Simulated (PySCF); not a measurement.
# What a change does: NMR shielding calculation on C6H5F3

System: C6H5F3.
Method of the first run: GIAO PBE0/aug-cc-pVDZ NMR shielding, non-relativistic, gas phase (PySCF 2.14.0).

The geometry comes from this level: GFN2-xTB. Text and figures count atoms from 1; the logs count them from 0 in places.

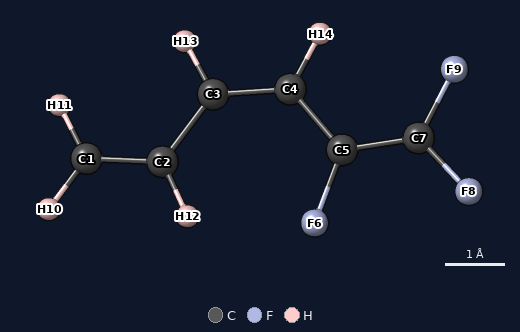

The structure as given in the input (ball-and-stick view, seen at a tilt; atoms are numbered from 1 in the order of the input). Bond lengths as drawn: C–C 1.33 to 1.44 Å, C–F 1.32 to 1.35 Å and C–H 1.08 Å.

### Input file, the first run
```
{"job": {"kind": "nmr", "xc": "PBE0", "basis": "aug-cc-pVDZ", "pop": true, "grid": 4}, "charge": 0, "multiplicity": 1}
C     -2.630796    -0.003848     1.136604
C     -1.344836     0.013803     0.787087
C     -0.927434    -0.051548    -0.588682
C      0.326485    -0.042676    -1.079348
C      1.569626     0.033847    -0.357313
F      1.573165     0.110456     0.988571
C      2.768836     0.033745    -0.956643
F      3.940708     0.101185    -0.343510
F      2.928891    -0.036169    -2.273950
H     -2.938749     0.044803     2.166397
H     -3.416797    -0.067369     0.401377
H     -0.585746     0.078017     1.550401
H     -1.733526    -0.115459    -1.308854
H      0.469495    -0.099259    -2.149282
```

The first line tells a small driver script what to run in PySCF; the rest is the geometry in Å.

Launched with:
```bash
OMP_NUM_THREADS=1 python <driver script> task.json out
```

Hardware: 1 CPU thread, shared host.

### Output (the first run)
```
coarse grid: 12880 points
cycle   1  E = -530.4619951256  dE =  1.523e+00  |g| = 7.790e-01  |ddm| = 1.973e+01
cycle   2  E = -530.1678923315  dE =  2.941e-01  |g| = 1.384e+00  |ddm| = 6.421e+00
cycle   3  E = -530.5887687473  dE = -4.209e-01  |g| = 1.313e-01  |ddm| = 4.369e+00
cycle   4  E = -530.5912440463  dE = -2.475e-03  |g| = 9.774e-02  |ddm| = 5.875e-01
cycle   5  E = -530.5935303476  dE = -2.286e-03  |g| = 1.517e-02  |ddm| = 2.532e-01
cycle   6  E = -530.5935801628  dE = -4.982e-05  |g| = 4.841e-03  |ddm| = 9.565e-02
cycle   7  E = -530.5935870264  dE = -6.864e-06  |g| = 1.229e-03  |ddm| = 1.765e-02
final grid: 336696 points
cycle   8  E = -530.6020166179  dE = -4.933e-05  |g| = 7.841e-03  |ddm| = 5.020e-01
cycle   9  E = -530.6020098683  dE =  6.750e-06  |g| = 1.029e-02  |ddm| = 9.202e-02
cycle  10  E = -530.6020311306  dE = -2.126e-05  |g| = 1.278e-03  |ddm| = 3.535e-02
cycle  11  E = -530.6020314370  dE = -3.064e-07  |g| = 2.437e-04  |ddm| = 5.553e-03
cycle  12  E = -530.6020314447  dE = -7.739e-09  |g| = 1.608e-04  |ddm| = 1.371e-03
cycle  13  E = -530.6020314518  dE = -7.059e-09  |g| = 3.163e-05  |ddm| = 4.955e-04
cycle  14  E = -530.6020314520  dE = -2.342e-10  |g| = 8.667e-06  |ddm| = 1.397e-04
converged SCF energy = -530.6020314520

GIAO shielding tensors (ppm)
atom      isotropic    diamagn.    paramagn.     s11        s22        s33       span
  0 C       75.414     229.345    -153.931    -23.761     78.811    171.192    194.954
  1 C       61.930     179.487    -117.557    -46.684     57.867    174.606    221.290
  2 C       66.191     218.655    -152.465    -20.649     61.976    157.245    177.894
  3 C       85.012     194.736    -109.724     -5.680     92.913    167.805    173.485
  4 C       63.699     226.855    -163.156     37.804     56.949     96.343     58.539
  5 F      368.505     478.823    -110.318    311.600    360.522    433.394    121.794
  6 C       38.721     251.179    -212.458     -9.372     51.137     74.397     83.770
  7 F      286.230     464.224    -177.994    266.029    293.603    299.058     33.029
  8 F      301.063     469.456    -168.393    282.110    305.836    315.242     33.132
  9 H       26.141      34.230      -8.088     23.627     25.429     29.368      5.742
 10 H       26.114      42.622     -16.508     22.941     25.970     29.430      6.489
 11 H       23.961      26.385      -2.424     20.154     21.120     30.609     10.454
 12 H       25.273      40.373     -15.100     23.069     23.692     29.060      5.991
 13 H       25.682      36.261     -10.579     22.446     24.521     30.078      7.632
```

The input of the second run differs as follows (lines with − go, lines with + come):
```diff
-"basis": "aug-cc-pVDZ"
+"basis": "pcSseg-1"
-"grid": 4
```

Predict how the results change.

The total energy of the second run is 73.6 kcal/mol higher, which measures the change of basis and not a stability. Of all shieldings, the largest change is that of C7, by −20.8 ppm. The number of SCF iterations is the same. The basis functions go from 252 to 178.

### Output (the second run)
```
coarse grid: 12880 points
cycle   1  E = -530.2726448622  dE =  1.487e+00  |g| = 8.249e-01  |ddm| = 3.617e+00
cycle   2  E = -529.9691840516  dE =  3.035e-01  |g| = 1.454e+00  |ddm| = 1.641e+00
cycle   3  E = -530.4077301294  dE = -4.385e-01  |g| = 1.365e-01  |ddm| = 1.198e+00
cycle   4  E = -530.4100708040  dE = -2.341e-03  |g| = 1.037e-01  |ddm| = 2.202e-01
cycle   5  E = -530.4125517991  dE = -2.481e-03  |g| = 1.594e-02  |ddm| = 9.261e-02
cycle   6  E = -530.4126051868  dE = -5.339e-05  |g| = 4.871e-03  |ddm| = 1.518e-02
cycle   7  E = -530.4126118478  dE = -6.661e-06  |g| = 1.367e-03  |ddm| = 5.656e-03
final grid: 128920 points
cycle   8  E = -530.4846606735  dE = -4.424e-05  |g| = 7.201e-03  |ddm| = 3.336e-02
cycle   9  E = -530.4846564467  dE =  4.227e-06  |g| = 9.094e-03  |ddm| = 1.261e-02
cycle  10  E = -530.4846725864  dE = -1.614e-05  |g| = 1.207e-03  |ddm| = 6.961e-03
cycle  11  E = -530.4846728274  dE = -2.410e-07  |g| = 1.884e-04  |ddm| = 9.369e-04
cycle  12  E = -530.4846728314  dE = -4.014e-09  |g| = 1.244e-04  |ddm| = 2.277e-04
cycle  13  E = -530.4846728351  dE = -3.646e-09  |g| = 3.097e-05  |ddm| = 1.243e-04
cycle  14  E = -530.4846728353  dE = -2.378e-10  |g| = 6.620e-06  |ddm| = 3.199e-05
converged SCF energy = -530.4846728353

GIAO shielding tensors (ppm)
atom      isotropic    diamagn.    paramagn.     s11        s22        s33       span
  0 C       56.374     252.802    -196.428    -51.668     62.606    158.183    209.850
  1 C       44.828     254.215    -209.387    -71.934     40.774    165.645    237.579
  2 C       48.682     253.017    -204.334    -45.205     45.055    146.197    191.402
  3 C       68.748     257.045    -188.298    -28.688     78.192    156.739    185.427
  4 C       45.816     247.400    -201.584     16.473     39.704     81.270     64.797
  5 F      366.535     475.920    -109.385    306.894    369.054    423.656    116.762
  6 C       17.899     250.536    -232.637    -35.530     32.798     56.428     91.958
  7 F      273.110     468.703    -195.593    251.549    280.430    287.351     35.802
  8 F      286.416     474.253    -187.838    260.546    293.025    305.676     45.130
  9 H       26.033      28.952      -2.919     23.434     25.202     29.464      6.031
 10 H       26.045      30.195      -4.150     22.814     25.590     29.731      6.917
 11 H       24.186      32.442      -8.256     20.718     21.030     30.810     10.092
 12 H       25.382      32.180      -6.797     23.325     23.840     28.982      5.657
 13 H       25.831      31.858      -6.027     22.331     25.316     29.846      7.515
```

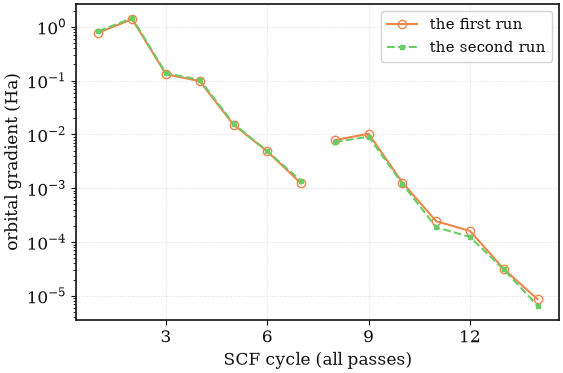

Convergence of the two runs: orbital gradient against the SCF cycle. A break in a curve parts two SCF passes (coarse and final grid). The first run takes 14 cycles in all, and the second run takes 14.

### The two runs side by side

| quantity | the first run | the second run |
| --- | --- | --- |
| outcome | converged | converged |
| total energy (hartree) | −530.602031 | −530.484673 |
| HOMO (eV) | −6.43 | −6.45 |
| LUMO (eV) | −1.65 | −1.64 |
| dipole moment (D) | 1.53 | 1.54 |
| shielding of C1 (ppm) | 75.4 | 56.4 |
| shielding of C2 (ppm) | 61.9 | 44.8 |
| shielding of C3 (ppm) | 66.2 | 48.7 |
| shielding of C4 (ppm) | 85.0 | 68.7 |
| shielding of C5 (ppm) | 63.7 | 45.8 |
| shielding of C7 (ppm) | 38.7 | 17.9 |
| shielding of F9 (ppm) | 301.1 | 286.4 |
| SCF iterations | 14 | 14 |
| basis functions | 252 | 178 |
| wall time (shared host) | 88 s | 27 s |
